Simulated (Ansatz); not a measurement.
# B2GeH+ (quintet): from Hartree-Fock to the top rungs, cc-pVTZ

How much of the correlation energy of B2GeH+ (quintet) does each wave-function method recover here?

The runs use Ansatz 0.2.0, Gaussian basis; cc-pVTZ, core rule «outside noble gas», up to 16 orbitals frozen.

Plan: UHF; CCSD(T) on ROHF; CCSD(T) on UHF; BCCD(T) on ROHF; CCSDT(Q) on ROHF; CCSDT(Q) on UHF.

4 further runs of the same task are left out: 1 that didn't finish, 3 set aside as unsound or not needed.

### 1 The geometry

The geometry is a PBE0/def2-TZVP stationary point (not a proven minimum) of the parent state, kept for this charge and spin. No spin-orbit coupling is included. The filled d shell of Ge may be among the frozen orbitals whatever the setting's name suggests; the logs give the count.

4 atoms, charge 1, spin multiplicity 5.

Atoms are counted from 1 here; the program's logs count them from 0.

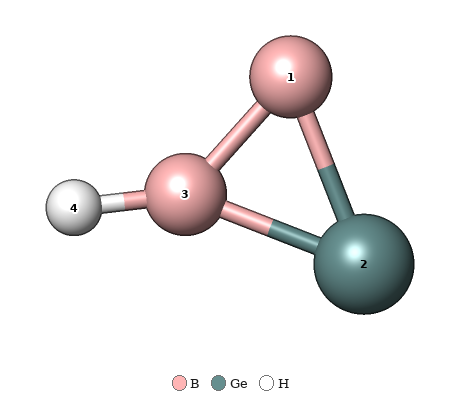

The geometry (boron pink, germanium teal, hydrogen white); atoms are numbered from 1 in the order of the file.

Geometry (Å):

```
B     0.0134   -1.0596   -1.3555
Ge    0.0042    0.0462    0.4549
B    -0.0575    0.6170   -1.4835
H     0.1718    1.4195   -2.3301
```

### 2 UHF

in.yaml reads:

```yaml
crystal:
  periodic: [false, false, false]
  atoms:
    - {symbol: B, position_ang: [0.013443, -1.059555, -1.355486]}
    - {symbol: Ge, position_ang: [0.004178, 0.046165, 0.454861]}
    - {symbol: B, position_ang: [-0.057533, 0.617024, -1.483527]}
    - {symbol: H, position_ang: [0.171821, 1.419494, -2.330052]}
basis:
  gaussian: {orbitals: cc-pVTZ}
total_charge: 1
magnetization: {spin_polarized: true, initial_magnetization: 4}
hamiltonian: {xc: hf}
output: {orbitals: {seedname: orbitals}}
```

Started as:

```sh
$ ansatz run in.yaml --threads 1 --pin off --events-out ev --progress --plain --max-ram 4096MiB --backend cpu
```

Further steps of the session: CCSD(T) on ROHF; CCSD(T) on UHF; BCCD(T) on ROHF; CCSDT(Q) on ROHF; CCSDT(Q) on UHF.

**Question.** What will the summary of the whole plan be? Wanted: UCCSDT(Q) below the RHF energy; RMP2 from UCCSDT(Q); UMP2 from UCCSDT(Q); RCCSD from UCCSDT(Q); RCCSD(T) from UCCSDT(Q); UCCSD(T) from UCCSDT(Q); RCCSDT(Q) from UCCSDT(Q); T1 diagnostic.

**Answer**, as computed:

```
                         quantity                      value
   UCCSDT(Q) below the RHF energy                 -6.5878 eV
              RMP2 from UCCSDT(Q)            +29.33 kcal/mol
              UMP2 from UCCSDT(Q)            +29.67 kcal/mol
             RCCSD from UCCSDT(Q)             +9.34 kcal/mol
          RCCSD(T) from UCCSDT(Q)             +1.83 kcal/mol
          UCCSD(T) from UCCSDT(Q)             +1.62 kcal/mol
         RCCSDT(Q) from UCCSDT(Q)             +0.25 kcal/mol
levels within 1 kcal/mol (43 meV)  RCCSDT, UCCSDT, RCCSDT(Q)
                    T1 diagnostic                      0.036
```

**Reading.** RCCSD(T) lands +1.83 kcal/mol from the yardstick (1.2 % of the correlation energy). These misses are within one basis, not against nature; the frozen cores of restricted and unrestricted runs differ, which can shift their rows.
